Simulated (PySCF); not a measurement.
## Electronic structure of InH in real space

```xyz
2

In    0.0000    0.0000   -0.0161
H     0.0000    0.0000    1.8359
```

Core potentials replace the inner electrons of In.

The calculation used PySCF, PBE0/def2-TZVPPD, non-relativistic Hamiltonian with scalar-relativistic core potentials where named, at a bond length of 1.852 Å.

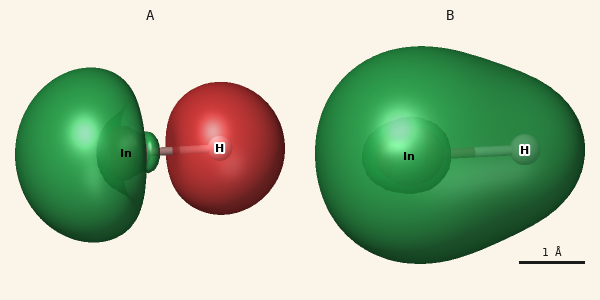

Figure 1. Two frontier orbitals, each drawn at the value that holds 80 % of its norm (green and red are the two phases), in no order; of a degenerate pair one member is drawn.

Label each orbital by symmetry, say whether it is occupied, and order them by energy.

Answer. Orbital B: σ, occupied, −10.13 eV; mainly on In (75 %).
Orbital A: σ, occupied, −5.70 eV; shared between the atoms (In 65 %, H 35 %).

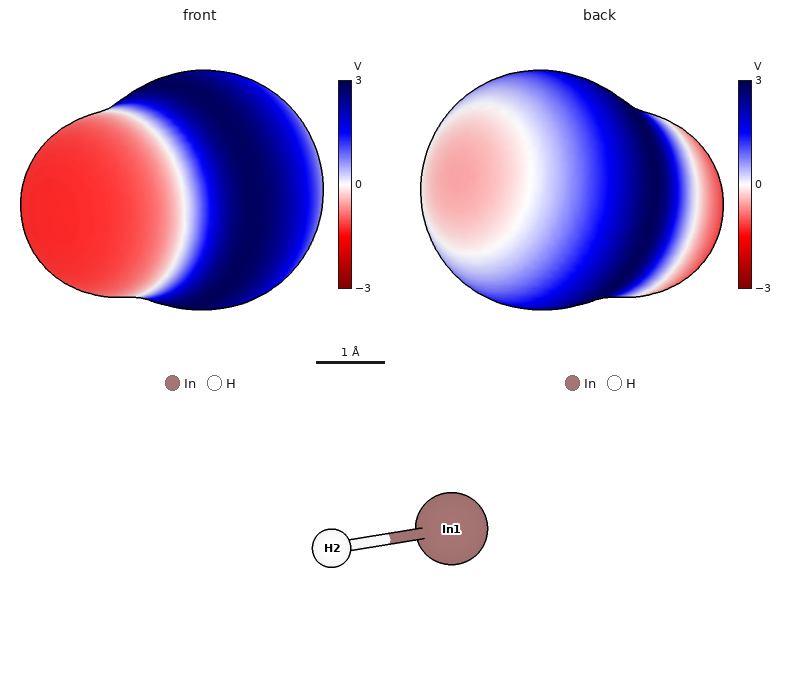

Figure 2. The electrostatic potential painted on the density surface at 0.004 e/bohr³, seen from the front and from behind; the colour scale runs from red (negative) to blue (positive). The bare structure is drawn below in the same view.

Where is the surface potential most negative and most positive?

Answer. The most negative region (about −1.3 V) lies over H2, the most positive (about +2.9 V) over In1.
